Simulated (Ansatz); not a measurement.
**Phonon calculation, with input and output: C2H8BBrSSi**

System: C2H8BBrSSi.
Method: RHF/def2-SVP (Ansatz 0.2.0).

It belongs to a series of runs on one base structure; here: vibrations at the highest image of the band. Figures and captions count atoms from 1; the log counts them from 0 in places.

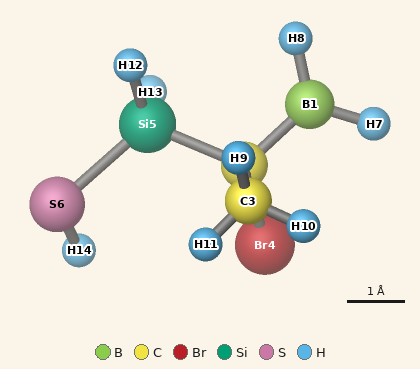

The structure as given in the input (ball-and-stick view, seen at a tilt; atoms are numbered from 1 in the order of the input).

### The input
```yaml
crystal:
  periodic: [false, false, false]
  atoms:
    - { symbol: B, position_ang: [-0.308587, -1.585533, -1.053654] }
    - { symbol: C, position_ang: [-0.250865, -0.432748, 0.039257] }
    - { symbol: C, position_ang: [0.86804, -0.761445, 1.041893] }
    - { symbol: Br, position_ang: [-2.003368, -0.453788, 1.003241] }
    - { symbol: Si, position_ang: [-0.076997, 1.300738, -0.736806] }
    - { symbol: S, position_ang: [0.048496, 2.885231, 0.713145] }
    - { symbol: H, position_ang: [-0.789314, -2.648392, -0.789887] }
    - { symbol: H, position_ang: [0.196089, -1.415509, -2.130941] }
    - { symbol: H, position_ang: [1.834009, -0.775186, 0.528211] }
    - { symbol: H, position_ang: [0.714391, -1.737283, 1.503867] }
    - { symbol: H, position_ang: [0.92075, -0.012623, 1.831453] }
    - { symbol: H, position_ang: [1.215004, 1.35325, -1.455542] }
    - { symbol: H, position_ang: [-1.19706, 1.511896, -1.675045] }
    - { symbol: H, position_ang: [-1.183587, 2.742293, 1.209608] }
basis:
  gaussian: { orbitals: def2-SVP }
hamiltonian:
  xc: hf
phonons: {}
```

Hardware: 2 threads of Intel Xeon (Granite Rapids), 16 GiB of memory available, shared host.

Run as:
```bash
ansatz run input.yaml --threads 2 --pin off --max-ram 3072MiB --backend cpu --events-out ev --progress --plain --runs-dir out
```

### Log
```
Engine: ansatz 0.2.0, x86_64-unknown-linux-gnu
Functional definition: HF
  exchange = exact_x
  correlation = 0
1610 factors; integrals over basis functions are off by at most 3.1e-4 eV
mean field evaluation 1: about -91519.0775 eV, gradient 2.5e1 eV
mean field evaluation 2: about -91519.1751 eV, gradient 2.5e1 eV
mean field evaluation 4: about -91521.6848 eV, gradient 3.0e0 eV
mean field evaluation 8: about -91521.7216 eV, gradient 1.4e-1 eV
mean field -91521.72167594 eV, -3363.3612359398 hartree, gradient 2.8e-5 eV, S^2 0.000000; 0 other end points of the search recorded, 0 dependent functions left out
the calculation of the forces begins
reference -91521.72167594 eV, -3363.3612359398 hartree; 45, 45 occupied and 105, 105 virtual orbitals, 1610 factors
these checks for a lower state are left out or cut short: stability, starts, cluster_reference, orbital_swaps, neighbouring_geometries, increment
1610 factors; integrals over basis functions are off by at most 3.1e-4 eV
mean field evaluation 16: about -91521.7216 eV, gradient 2.2e-4 eV
mean field -91521.72160986 eV, -3363.3612335113 hartree, gradient 1.6e-6 eV, S^2 0.000000; 0 other end points of the search recorded, 0 dependent functions left out
[... from here on the field's lines of each further geometry are left out, up to the last ...]
the calculation of the forces begins
reference -91521.72165930 eV, -3363.3612353283 hartree; 45, 45 occupied and 105, 105 virtual orbitals, 1610 factors
these checks for a lower state are left out or cut short: stability, starts, cluster_reference, orbital_swaps, neighbouring_geometries, increment
1610 factors; integrals over basis functions are off by at most 3.1e-4 eV
mean field evaluation 512: about -91521.7216 eV, gradient 7.0e-2 eV
mean field -91521.72165988 eV, -3363.3612353495 hartree, gradient 2.2e-6 eV, S^2 0.000000; 0 other end points of the search recorded, 0 dependent functions left out
the calculation of the forces begins
reference -91521.72165988 eV, -3363.3612353495 hartree; 45, 45 occupied and 105, 105 virtual orbitals, 1610 factors
WARN: phonons: modes at or below zero, which the zero-point energy, F, S and C_V leave out: 1, the lowest at -178.46 cm⁻¹. A minimum has none, and a first-order saddle one
Total energy: -91521.72167594 eV, -3363.3612359398 hartree
Atom 0 at    -0.308587    -1.585533    -1.053654 Å, force     0.000921     0.001057    -0.002880 eV/Å
Atom 1 at    -0.250865    -0.432748     0.039257 Å, force     0.003452    -0.001477     0.006346 eV/Å
Atom 2 at     0.868040    -0.761445     1.041893 Å, force    -0.002775     0.001458     0.001585 eV/Å
Atom 3 at    -2.003368    -0.453788     1.003241 Å, force    -0.000108    -0.000672    -0.000594 eV/Å
Atom 4 at    -0.076997     1.300738    -0.736806 Å, force     0.000897     0.000956    -0.000520 eV/Å
Atom 5 at     0.048496     2.885231     0.713145 Å, force    -0.002487     0.000048    -0.000570 eV/Å
Atom 6 at    -0.789314    -2.648392    -0.789887 Å, force     0.000593     0.000401     0.000821 eV/Å
Atom 7 at     0.196089    -1.415509    -2.130941 Å, force    -0.003083    -0.000516    -0.002455 eV/Å
Atom 8 at     1.834009    -0.775186     0.528211 Å, force    -0.000271    -0.000295    -0.000031 eV/Å
Atom 9 at     0.714391    -1.737283     1.503867 Å, force     0.000255     0.000228    -0.001012 eV/Å
Atom 10 at     0.920750    -0.012623     1.831453 Å, force     0.000101    -0.000505    -0.000785 eV/Å
Atom 11 at     1.215004     1.353250    -1.455542 Å, force     0.000627    -0.000479     0.000294 eV/Å
Atom 12 at    -1.197060     1.511896    -1.675045 Å, force     0.000617    -0.000739    -0.000095 eV/Å
Atom 13 at    -1.183587     2.742293     1.209608 Å, force     0.001260     0.000535    -0.000103 eV/Å
Dipole moment:     0.187720    -0.234705    -0.145840 e Å
Vibrations: -178.46 75.30 116.64 197.60 226.17 247.38 270.08 285.21 291.39 365.00 439.90 539.38 575.00 697.63 750.93 868.79 929.40 951.67 998.71 1016.64 1018.41 1125.25 1212.37 1245.14 1337.71 1519.61 1587.07 1602.92 2347.49 2359.97 2679.92 2783.50 2862.77 3169.64 3254.40 3286.01 cm⁻¹, zero-point energy 2.680227 eV
```

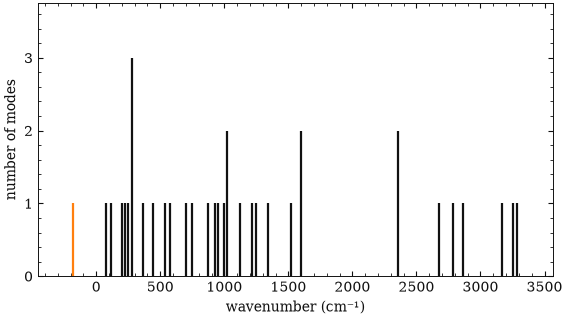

Harmonic vibrational wavenumbers from the force constants; neighbouring modes closer than 16 cm⁻¹ are counted in one stick, and imaginary ones are drawn at negative wavenumbers. 36 modes from 178i to 3286 cm⁻¹, 1 imaginary beyond 8i (178i cm⁻¹): a first-order saddle point, if the geometry is stationary.

### Key numbers

```csv
quantity,value
outcome,converged
total energy,−91521.7217 eV
mean-field energy,−91521.7217 eV
largest force (length of the vector),0.007 eV/Å
wall time,2.8 min (CPU time 5.3 min)
peak memory,0.49 GiB
```
